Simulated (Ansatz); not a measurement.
# The cluster Al₃H₃: reading failed and doubtful runs

2 inputs were typed for the cluster Al₃H₃. Each is run as it stands; the log then has to tell whether the result can be used.

Method: the settings change from run to run; program: Ansatz 0.2.0, Gaussian basis.

1 further run of the same task is left out (set aside as unsound or not needed).

### 1 The molecule

The structure was relaxed beforehand with PBE-D4 in a triple-zeta def2 set.

6 atoms, charge 0, spin multiplicity 1.

Atoms are counted from 1 here; the program's logs count them from 0.

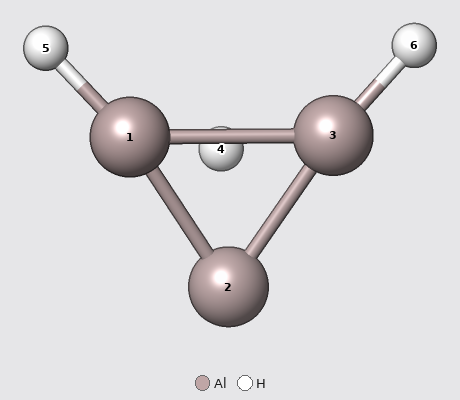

The geometry (aluminium light grey, hydrogen white); atoms are numbered from 1 in the order of the file.

### 2 Try 1

in.yaml

```yaml
crystal:
  periodic: [false, false, false]
  atoms:
    - {symbol: Al, position_ang: [0.573225, 1.230626, 0.150264]}
    - {symbol: Al, position_ang: [-1.144528, 0.306145, 1.673737]}
    - {symbol: Al, position_ang: [0.019285, -1.369778, 0.241610]}
    - {symbol: H, position_ang: [-0.975681, 0.174040, -0.324582]}
    - {symbol: H, position_ang: [1.266047, 2.230005, -0.988608]}
    - {symbol: H, position_ang: [0.211502, -2.526492, -0.755309]}
basis:
  gaussian: {orbitals: STO-3G, fitting: {mean_field: def2-universal-jkfit}}
hamiltonian: {xc: {name: HF}}
correlation: {active_space: {window: {electrons: 40, orbitals: 30}}}
scf: {omitted_lower_state_checks: [starts]}
```

Run with:

```sh
> ansatz run in.yaml --threads 4 --pin off --events-out ev --progress --plain --max-ram 3916MiB
```

The program printed:

```text
Functional definition: HF
  name "HF"
  cite "Fock, Z. Phys. 61, 126 (1930) doi:10.1007/BF01340294"
  parent pbe
  exchange = exact_x
  correlation = 0
these checks for a lower state are left out or cut short: starts
438 factors; integrals over basis functions are off by at most 7.0e-3 eV
mean field evaluation 1: about -19551.2281 eV, gradient 1.6e1 eV
mean field evaluation 2: about -19552.8890 eV, gradient 4.1e0 eV
mean field evaluation 4: about -19553.0223 eV, gradient 5.0e-1 eV
mean field -19553.02593840 eV, -718.5604497191 hartree, gradient 2.4e-6 eV, S^2 0.000000; 0 other end points of the search recorded, 0 dependent functions left out
reference -19553.02593840 eV, -718.5604497191 hartree; 21, 21 occupied and 9, 9 virtual orbitals, 438 factors
Error: 40 electrons in 30 orbitals form no window around the highest filled level of the reference
```

Wall time 0.1 s (4 threads of Arm Neoverse V2, shared host).

Diagnosis: It ended in an error. The active space doesn't fit the electrons. Its coordinates are also moved off the relaxed structure. Cure: choose a window whose electrons and orbitals fit the reference.

### 3 Try 2

in.yaml

```yaml
crystal:
  periodic: [false, false, false]
  atoms:
    - {symbol: Al, position_ang: [0.567994, 1.269332, 0.142823]}
    - {symbol: Al, position_ang: [-1.107318, 0.305522, 1.674338]}
    - {symbol: Al, position_ang: [0.041259, -1.369980, 0.275588]}
    - {symbol: H, position_ang: [-0.974258, 0.180713, -0.315904]}
    - {symbol: H, position_ang: [1.212318, 2.199670, -1.010308]}
    - {symbol: H, position_ang: [0.260004, -2.585267, -0.766527]}
basis:
  gaussian: {orbitals: pcseg-2, final_grid: {core_spheres: 8, valence_spheres: 7, degree: 23}}
total_charge: 1
magnetization: {spin_polarized: true, initial_magnetization: 1}
hamiltonian: {xc: {name: TPSS}, dispersion: d3bj}
scf: {omitted_lower_state_checks: [starts]}
```

Same command.

The program printed:

```text
Error: YAML parse error: error: line 14 column 19: hamiltonian.xc: no functional is named "TPSS"; the names, which are not case-sensitive, are SVWN5, SPW92, PBE, PBE0, PBEsol, revPBE, revPBE0, RPBE, rPW86-PBE, HSE06, wPBEh, LC-wPBE, HISS, HF, BLYP, B3LYP, B3LYP5, BHLYP, CAM-B3LYP, r2SCAN, r2SCANh, r2SCAN0, r2SCAN50, m-r2SCAN, B97, wB97, wB97X, wB97X-V, B97M-V, wB97M-V, B2PLYP, B2GP-PLYP, PBE0-DH, PBE-QIDH
  --> <input>:14:19
   |
12 | total_charge: 1
13 | magnetization: {spin_polarized: true, initial_magnetization: 1}
14 | hamiltonian: {xc: {name: TPSS}, dispersion: d3bj}
   |                   ^ hamiltonian.xc: no functional is named "TPSS"; the names, which are not case-sensitive, are SVWN5, SPW92, PBE, PBE0, PBEsol, revPBE, revPBE0, RPBE, rPW86-PBE, HSE06, wPBEh, LC-wPBE, HISS, HF, BLYP, B3LYP, B3LYP5, BHLYP, CAM-B3LYP, r2SCAN, r2SCANh, r2SCAN0, r2SCAN50, m-r2SCAN, B97, wB97, wB97X, wB97X-V, B97M-V, wB97M-V, B2PLYP, B2GP-PLYP, PBE0-DH, PBE-QIDH
15 | scf: {omitted_lower_state_checks: [starts]}
   |
```

It took 0.05 s on 4 threads of Arm Neoverse V2, shared host.

What is wrong: Refused before any calculation. The method's name isn't one that the program takes here. It also asks for charge 1 and multiplicity 2, another species or state than the molecule above. To mend it, name a functional that the program knows, and set charge and spin to those of the species named.

### 4 How the tries ended

```
try         level                ended                                                    cause    time
  1     HF/STO-3G  stopped by an error               the active space doesn't fit the electrons   0.1 s
  2  TPSS/pcseg-2              refused  the method's name isn't one that the program takes here  0.05 s
```

**Reading.** 1 stopped by an error, 1 refused. A refusal costs next to no computing time.
